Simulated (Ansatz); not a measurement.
**PBE0/cc-pVDZ run of GeH2Cl2O (SMILES [OH][GeH]([Cl])[Cl])**

Aim: the electronic atomisation energy of GeH2Cl2O at PBE0/cc-pVDZ, from 5 runs. 

Program for the calculation: Ansatz 0.2.0.

65 further runs of the same task are left out: 1 that didn't finish, 64 set aside as unsound or not needed.

**1. The molecule**

GeH2Cl2O: 6 atoms, total charge 0, spin state singlet. SMILES: `[OH][GeH]([Cl])[Cl]`. The coordinates come from a PBE0-D4/def2-TZVP relaxation. This is one conformer, not always the lowest.

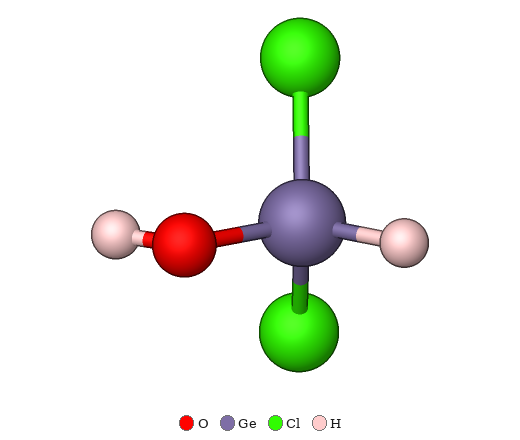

Viewed from a chosen angle; oxygen red, germanium purple, chlorine green, hydrogen pink.

**2. The energy at PBE0/cc-pVDZ**

input.yaml

```yaml
crystal:
  periodic: [false, false, false]
  atoms:
    - {symbol: O, position_ang: [-0.161000, 1.291000, -0.614200]}
    - {symbol: Ge, position_ang: [-0.065400, -0.148800, 0.378900]}
    - {symbol: Cl, position_ang: [1.948500, -0.862600, 0.421700]}
    - {symbol: Cl, position_ang: [-1.252400, -1.700600, -0.487400]}
    - {symbol: H, position_ang: [0.126400, 1.152000, -1.521000]}
    - {symbol: H, position_ang: [-0.554000, 0.204900, 1.775700]}
basis:
  gaussian:
    orbitals: cc-pVDZ
hamiltonian:
  xc: {name: PBE0}
accuracy: high
output:
  orbitals: {seedname: orbitals}
```

Run with:

```console
$ ansatz run input.yaml --threads 1 --pin off --max-ram 3480MiB --events-out events.jsonl --progress --plain --runs-dir runs
```

Output:

```text
Warning: RAYON_NUM_THREADS=1 ignored (pool sized by the plan → 1); use --threads N
Functional definition: PBE0
  name "PBE0"
  parameter a = 0.25
  parameter kappa = 0.804
  parameter beta = 0.06672455060314922
  exchange = (1 - a)*pbe_x(kappa = kappa, mu = beta*pi^2/3) + a*exact_x
  correlation = pbe_c(beta = beta)
1946 factors; integrals over basis functions are off by at most 4.4e-9 eV
mean field evaluation 1: about -83623.9369 eV, gradient 4.7e1 eV
mean field evaluation 2: about -83613.9068 eV, gradient 8.6e1 eV
mean field evaluation 4: about -83627.9459 eV, gradient 3.1e0 eV
mean field evaluation 8: about -83628.0972 eV, gradient 1.9e-1 eV
mean field evaluation 16: about -83628.0973 eV, gradient 7.2e-6 eV
mean field -83628.09725792 eV, -3073.2758890684 hartree, gradient 3.7e-8 eV, S^2 0.000000; 0 other end points of the search recorded, 0 dependent functions left out
reference -83628.09726019 eV, -3073.2758891517 hartree; 38, 38 occupied and 49, 49 virtual orbitals, 1946 factors
Total energy: -83628.09726019 eV, -3073.2758891517 hartree
```

Wall time 4.2 s (1 thread of AMD EPYC 9R45 (Zen 5), shared host); peak memory 0.37 GiB.

**3. The Cl atom, same level**

job.yaml

```yaml
crystal:
  periodic: [false, false, false]
  atoms:
    - {symbol: Cl, position_ang: [0.000000, 0.000000, 0.000000]}
basis:
  gaussian: {orbitals: cc-pVDZ}
magnetization: {spin_polarized: true, initial_magnetization: 1}
hamiltonian: {xc: {name: PBE0}}
accuracy: high
```

Run the same way, it converges to -459.99033 Eh (log not shown).

**4. The Ge atom at the same level**

in.yaml

```yaml
crystal:
  periodic: [false, false, false]
  atoms:
    - {symbol: Ge, position_ang: [0.000000, 0.000000, 0.000000]}
basis:
  gaussian:
    orbitals: cc-pVDZ
magnetization:
  spin_polarized: true
  initial_magnetization: 2
hamiltonian:
  xc: {name: PBE0}
accuracy: high
```

Run the same way, it converges to -2076.62760 Eh (log not shown).

**5. The H atom**

molecule.yaml

```yaml
crystal:
  periodic: [false, false, false]
  atoms:
    - {symbol: H, position_ang: [0.000000, 0.000000, 0.000000]}
basis:
  gaussian: {orbitals: cc-pVDZ}
hamiltonian: {xc: pbe0}
magnetization: {spin_polarized: true, initial_magnetization: 1}
accuracy: high
```

Run with:

```console
$ ansatz run molecule.yaml --threads 1 --pin off --max-ram 3480MiB --events-out events.jsonl --progress --plain --runs-dir runs
```

Output:

```text
Warning: RAYON_NUM_THREADS=1 ignored (pool sized by the plan → 1); use --threads N
Functional definition: PBE0
  name "PBE0"
  parameter a = 0.25
  parameter kappa = 0.804
  parameter beta = 0.06672455060314922
  exchange = (1 - a)*pbe_x(kappa = kappa, mu = beta*pi^2/3) + a*exact_x
  correlation = pbe_c(beta = beta)
15 factors; integrals over basis functions are off by at most 4.6e-8 eV
mean field evaluation 1: about -13.6122 eV, gradient 3.3e-1 eV
mean field evaluation 2: about -13.6122 eV, gradient 3.3e-1 eV
mean field evaluation 4: about -13.6136 eV, gradient 4.5e-6 eV
mean field evaluation 8: about -13.6136 eV, gradient 8.9e-11 eV
mean field -13.61357941 eV, -0.5002898156 hartree, gradient 1.3e-10 eV, S^2 0.750000; 0 other end points of the search recorded, 0 dependent functions left out
reference -13.61358076 eV, -0.5002898653 hartree; 1, 0 occupied and 4, 5 virtual orbitals, 15 factors
Total energy: -13.61358076 eV, -0.5002898653 hartree
```

Wall time 0.06 s (1 thread of AMD EPYC 9R45 (Zen 5), shared host).

**6. The O atom at the same level**

molecule.yaml

```yaml
crystal:
  periodic: [false, false, false]
  atoms:
    - {symbol: O, position_ang: [0.000000, 0.000000, 0.000000]}
basis:
  gaussian:
    orbitals: cc-pVDZ
magnetization:
  spin_polarized: true
  initial_magnetization: 2
hamiltonian:
  xc: {name: PBE0}
accuracy: high
```

Run the same way, it converges to -74.99304 Eh (log not shown).

**7. Summary of results**

Level: PBE0/cc-pVDZ.

| quantity | value |
| --- | --- |
| molecule: total energy | -3073.27589 Eh |
| molecule: HOMO energy | -9.10 eV |
| molecule: LUMO energy | -0.68 eV |
| molecule: HOMO–LUMO gap | 8.42 eV |
| Cl atom: total energy | -459.99033 Eh |
| Cl atom: ⟨S²⟩ | 0.752 |
| Ge atom: total energy | -2076.62760 Eh |
| Ge atom: ⟨S²⟩ | 2.003 |
| H atom: total energy | -0.50029 Eh |
| H atom: ⟨S²⟩ | 0.750 |
| O atom: total energy | -74.99304 Eh |
| O atom: ⟨S²⟩ | 2.002 |
| electronic atomisation energy | 18.341 eV |

**Reading.** Taking the molecule apart into free atoms costs 18.34 eV (1770 kJ/mol), before zero-point energy and without spin-orbit coupling.
